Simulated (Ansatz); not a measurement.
BiPd (NiAs type)

```
BiPd
1.0
    4.26711     0.00000     0.00000
   -2.13355     3.69542     0.00000
    0.00000     0.00000     5.74237
Bi Pd
2 2
Direct
  0.33333   0.66667   0.25000
  0.66667   0.33333   0.75000
  0.00000   0.00000   0.50000
  0.00000   0.00000   0.00000
```

This relaxed cell (volume V₀) is scaled evenly in all directions, its shape held. Symmetry pins the atoms to their sites.

These are r2SCAN (plane waves to 500 eV, PAW, scalar-relativistic; Ansatz, an electronic-structure program) values and carry that method's errors. k mesh 13×13×8 (Γ-centred), Fermi-Dirac smearing 0.05 eV. The energy includes the smearing's −TS. With the shape held, the modulus is that of even scaling; a crystal free to change shape is softer. BiPd is run without spin polarisation. BiPd was relaxed with its symmetry unable to fall. Spin-orbit coupling is left out, though Bi is heavy. The zero of ΔE is the relaxed starting cell.

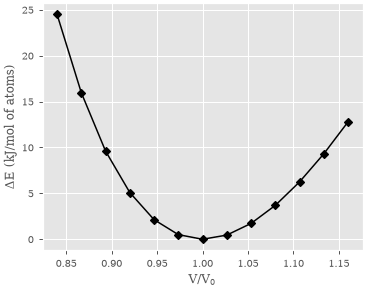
Fig. 1. ΔE (kJ/mol of atoms) against V/V₀; computed points joined by lines.

The pressure for 5 % compression (fit) is 5.8 GPa and the energy cost of the largest compression is 254 meV/atom. The bulk modulus at fixed cell shape B₀ (third-order Birch-Murnaghan fit) is 98.8 GPa and the pressure derivative B₀′ (fit) is 5.1. The equilibrium volume of the fit is 22.64 Å³/atom.

P = (3B₀/2)(x⁷ − x⁵)[1 + ¾(B₀′ − 4)(x² − 1)] with x = (1/0.95)^(1/3), B₀ = 98.8 GPa and B₀′ = 5.05.

(Under strain, the slope of the energy per volume gives the stress and its curvature an elastic modulus.)
